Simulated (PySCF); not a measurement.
## A study: H2S2, SMILES `SS`

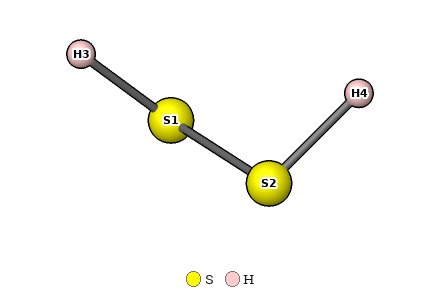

The molecule, with its atoms numbered as below. No frequency check shows the geometry to be a minimum.

Geometry (Å), atoms numbered from 1:

```
S1       1.0201   -0.0704   -0.0522
S2      -1.0201    0.0704   -0.0522
H3       1.2771    0.8998    0.8356
H4      -1.2771   -0.8998    0.8356
```

### 1. In an electric field

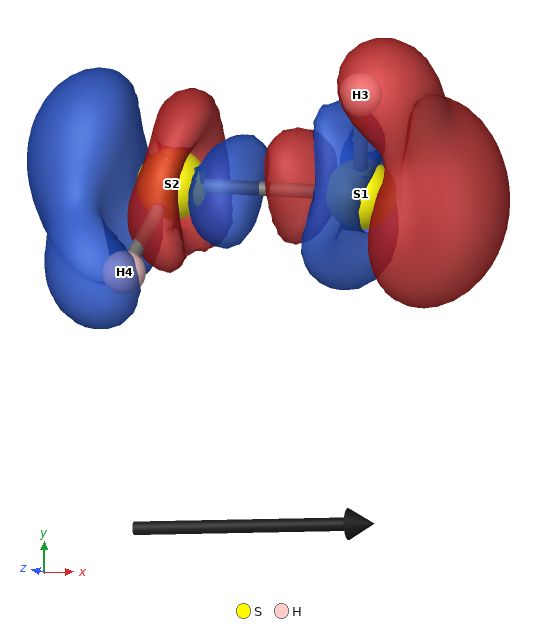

Change of the electron density in a uniform field of 0.10 V/Å along +x (arrow), surfaces at ±0.001 e/Å³ (blue: gain, red: loss).

Computed with PySCF, B3LYP/def2-SVPD, geometry: GFN2-xTB.

Q: What dipole is induced, and what polarisability does it imply?

A: The induced dipole is 0.28 D (along the field); α along this axis, from the fields in both directions, is 56 bohr³ (8.3 Å³).

Q: Which atoms gain and lose the most charge?

A: Electrons gather most on S2 (Hirshfeld charge changes by −0.011 e) and leave S1 most (+0.011 e); 0.022 electrons are displaced in all.

### 2. Removing or adding an electron

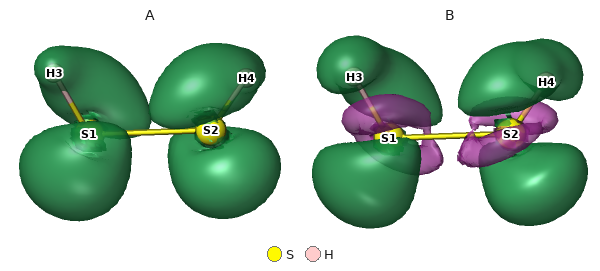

The Fukui function f⁻ from two separate SCF calculations and the density of the HOMO, at ±0.03 e/Å³ (green positive, purple negative).

Method: ωB97X/def2-TZVP; geometry: GFN2-xTB; program: PySCF.

Q: Which panel is which, and how good is the frozen-orbital picture?

A: B is f⁻ (it has negative regions), A the HOMO density. The HOMO lies on S1 and S2 (46 % each); f⁻ (Hirshfeld-condensed) is largest on S1 and S2 (0.41 each); the vertical ionisation energy is 9.99 eV. Relaxation shifts 10 % of the electron between atoms. The orbital energy is −9.82 eV.

### 3. Stretching a bond

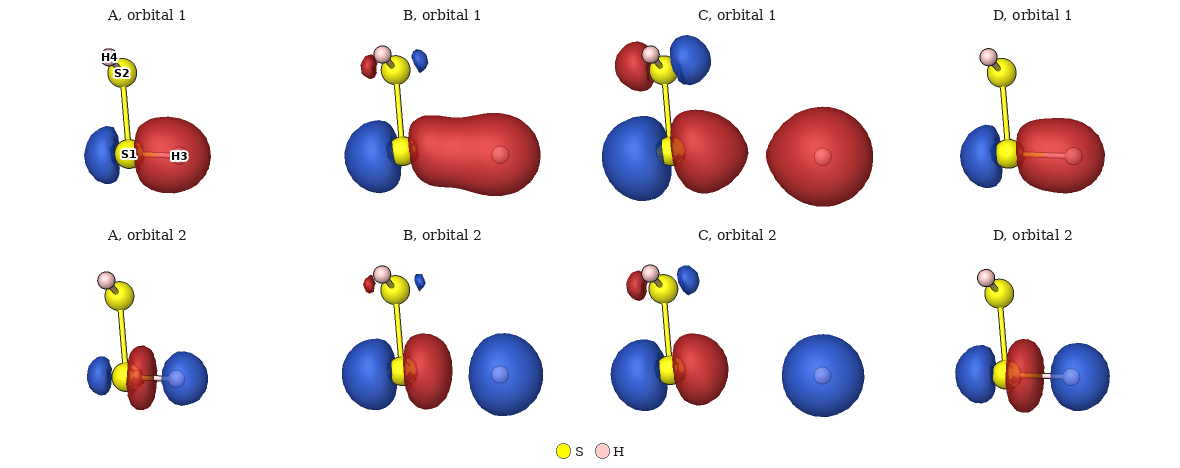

Rigid stretch of the S1–H3 bond. The two CASSCF(2,2) natural orbitals nearest half filling (orbital 1 the more occupied).

Level of theory: def2-SVP basis (PySCF), at a geometry from GFN2-xTB.

Q: The columns are at 1.25, 1.63, 2.45 and 3.81 Å, in some order. Assign them, and give the occupations.

A: A: 1.25 Å, occupations 1.98 and 0.02. B: 2.45 Å, occupations 1.60 and 0.40. C: 3.81 Å, occupations 1.09 and 0.91. D: 1.63 Å, occupations 1.94 and 0.06.

Q: Where does the UHF solution part from RHF?

A: Between 1.63 Å (⟨S²⟩ = 0, the two coincide) and 1.84 Å (⟨S²⟩ = 0.21); at 3.81 Å ⟨S²⟩ is 1.01 and UHF lies 4.4 eV below RHF.

Q: How much energy does the stretch cost?

A: By CASSCF, 3.0 eV from the lowest point of the scan (1.36 Å) to 3.81 Å; RHF gives 6.9 eV from its own lowest point. The fragments aren't relaxed and dynamic correlation is missing, so this isn't a bond dissociation energy.
